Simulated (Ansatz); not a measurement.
Base system: SiO₂ in the rutile structure (space group P4_2/mnm, No. 136; a = 4.236 Å, c = 2.690 Å).

It is then changed as follows: a hydrostatic pressure of 15 GPa.

Level of theory: PBE (Ansatz, a quantum-chemistry and plane-wave program; PAW; 420 eV plane waves; no SOC), earlier PAW set.

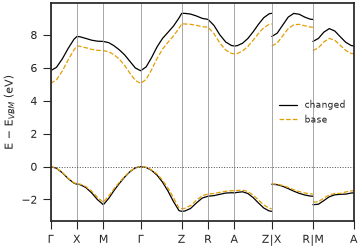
Fig. 1. Highest valence and lowest conduction band along the path, each from its own valence-band maximum

**Question.** Read the changed gap and its character from the plot.

**Answer.** About 5.8 eV, direct at Γ.

Load acts through the strain it causes; cell and atoms are relaxed under it. No phonon test of stability was made. Competing high-pressure phases were not computed.
